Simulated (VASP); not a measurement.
Band structure of CdSe (space group P6_3mc). Level of theory: PBEsol GGA, VASP's PBE PAW potentials (set 64) (plane waves; VASP).

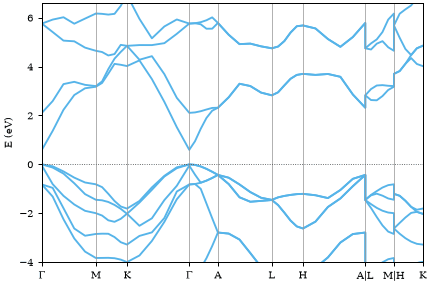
Bands along high-symmetry lines, zero at the valence-band maximum or, without a gap, the Fermi level

Q: Read the plot: is there a gap, and where are the band edges?

A: The gap is direct, 0.60 eV, from the valence maximum at Γ to the conduction minimum at Γ.

The structure is a typed CdSe crystal (P6_3mc). The cell was not relaxed at this level.
